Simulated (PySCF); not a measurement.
**Run report: C5H9OSi, EPR calculation**

System: C5H9OSi, multiplicity 2.
Method: UKS B3LYP, pcH-1 on C H O Si, non-relativistic, mean-field spin-orbit, GIAO (PySCF 2.14.0).

It belongs to a series of runs on one base structure; here: H removed from sp3 C.

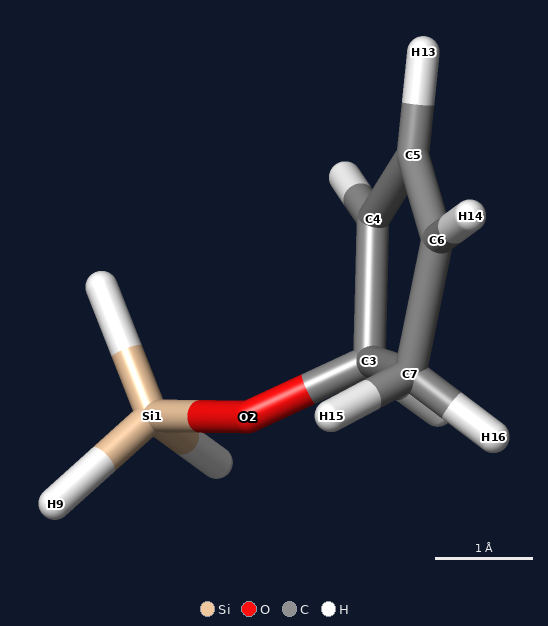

The input geometry (stick view, seen at a tilt; atoms are numbered from 1 in the order of the input). Bond lengths as drawn: C–C 1.38 to 1.54 Å, C–H 1.07 to 1.10 Å, C–O 1.40 Å, H–Si 1.45 to 1.47 Å and O–Si 1.62 Å.

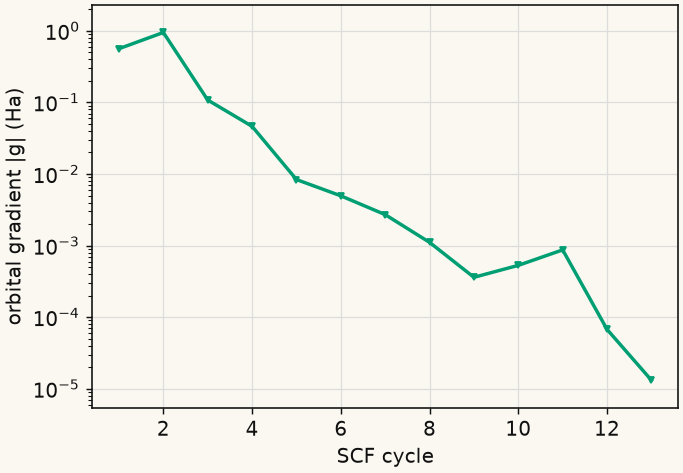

Convergence of the self-consistent field: orbital gradient |g| against the SCF cycle. All cycles printed in the log are drawn one after another.

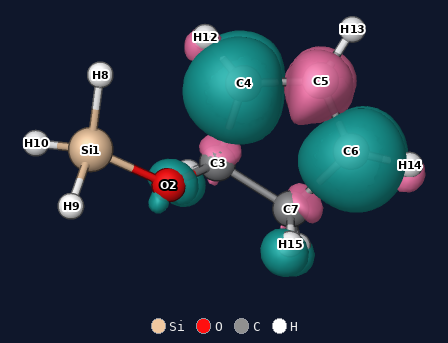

Isosurfaces of the spin density (α minus β) at +0.015 (teal) and −0.015 e/Å³ (pink), seen at a tilt. The unpaired spin (1 electron) lies mostly on C6 (about 0.4) and C4 (about 0.4), in electrons by Hirshfeld's partition.

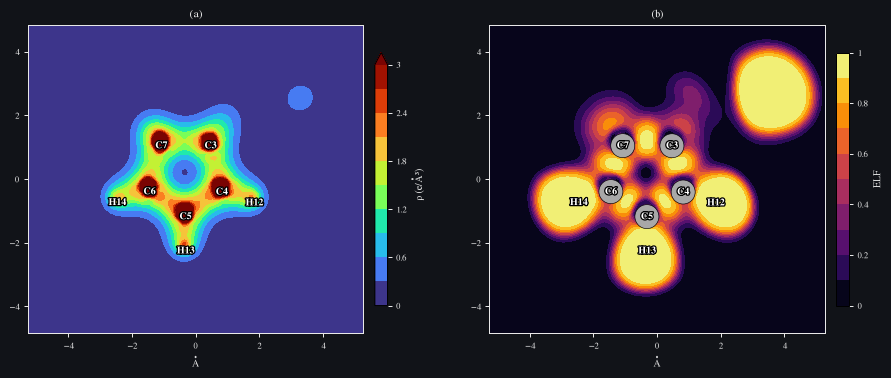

(a) total electron density; (b) electron localisation function on the plane of atoms C7, C6 and H14. Grey discs, where drawn, cover atomic cores. The section cuts through C and H sites. C–H (1.07 Å): ρ is about 1.7 e/Å³ halfway; the ELF climbs to about 1 towards the hydrogen, as it does in any bond to H; a covalent bond by its length. C–C (1.54 Å): ρ is about 1.4 e/Å³ halfway; the ELF peaks at about 0.95 between the atoms (localised, shared-pair bonding).

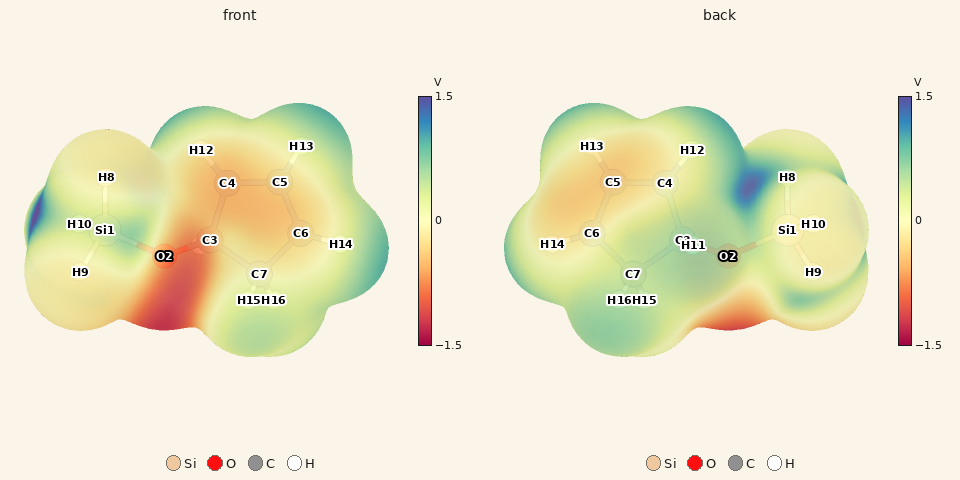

The molecular electrostatic potential painted on the density surface at 0.002 e/bohr³, seen face on and from behind; red is negative and blue positive. A positive charge is drawn to the negative regions and a negative charge to the positive ones.

These pictures come from the run below.

**The input**
```
{"job": {"kind": "epr", "basis": "pcH-1"}, "charge": 0, "multiplicity": 2}
Si     2.632429    -0.269849     0.402536
O      1.256507     0.400547    -0.115561
C     -0.007541    -0.151963    -0.380429
C     -0.596363    -0.912340     0.765573
C     -1.808896    -0.372785     1.129707
C     -2.126669     0.707764     0.338706
C     -1.037425     0.968682    -0.643857
H      2.524744    -0.788556     1.769914
H      3.503242     0.890410     0.303141
H      3.048705    -1.378657    -0.464517
H      0.098733    -0.808564    -1.260250
H     -0.091394    -1.741582     1.222057
H     -2.425841    -0.750447     1.927192
H     -3.012758     1.310755     0.403423
H     -0.563146     1.938507    -0.468104
H     -1.401926     0.967021    -1.673458
```

The first line tells a small driver script what to run in PySCF; the rest is the geometry in Å.

Command:
```bash
OMP_NUM_THREADS=1 python <driver script> task.json out
```

**Output**
```
UKS, coarse grid
  cycle   1  E = -560.53637798  |g| = 5.63e-01
  cycle   2  E = -560.31761406  |g| = 9.48e-01
  cycle   3  E = -560.64862421  |g| = 1.08e-01
  cycle   4  E = -560.65271368  |g| = 4.63e-02
  cycle   5  E = -560.65382182  |g| = 8.37e-03
  cycle   6  E = -560.65387534  |g| = 4.96e-03
  cycle   7  E = -560.65389328  |g| = 2.71e-03
  cycle   8  E = -560.65390203  |g| = 1.11e-03
  cycle   9  E = -560.65390087  |g| = 3.61e-04
UKS, final grid
  cycle   1  E = -560.65397028  |g| = 5.30e-04
  cycle   2  E = -560.65397003  |g| = 8.72e-04
  cycle   3  E = -560.65397042  |g| = 6.76e-05
  cycle   4  E = -560.65397042  |g| = 1.32e-05
E = -560.65397042 Eh   <S^2> = 0.7742 (exact 0.7500)
g shifts (ppm)      1          2          3
  rmc          -147       -147       -147
  gc              7         34         24
  oz_so         -43        542        648
  total        -183        429        525
hyperfine (MHz)  atom isotope    a_iso     a_fc   dipolar eigenvalues
    0  29Si       0.38       0.37     -0.79      0.17      0.62
    1   17O     -26.64     -26.64     -7.15      3.49      3.66
    2   13C     -16.82     -16.82     -1.54     -0.38      1.92
    3   13C      55.09      55.14    -50.95    -49.18    100.14
    4   13C     -45.28     -45.30    -27.27     12.14     15.13
    5   13C      55.53      55.59    -51.88    -50.25    102.13
    6   13C     -17.11     -17.12     -0.92      0.15      0.76
    7    1H      -0.11      -0.11     -1.56     -1.32      2.89
    8    1H       0.09       0.09     -0.81     -0.54      1.36
    9    1H      -0.32      -0.32     -0.88     -0.83      1.71
   10    1H      54.10      54.11     -3.08     -2.26      5.33
   11    1H     -41.50     -41.51    -24.97     -0.21     25.18
   12    1H      10.54      10.54     -4.73     -0.49      5.22
   13    1H     -42.25     -42.26    -25.32     -0.29     25.61
   14    1H      60.67      60.67     -3.69     -1.96      5.65
   15    1H      55.23      55.23     -4.05     -1.84      5.88
```

**Summary**

| quantity | value |
| --- | --- |
| outcome | converged |
| total energy | −560.653970 hartree |
| ⟨S²⟩ | 0.774 |
| isotropic g | 2.0026 |
| hardware | 1 CPU thread, shared host |
| wall time | 2 min |
| peak memory | 0.97 GiB |
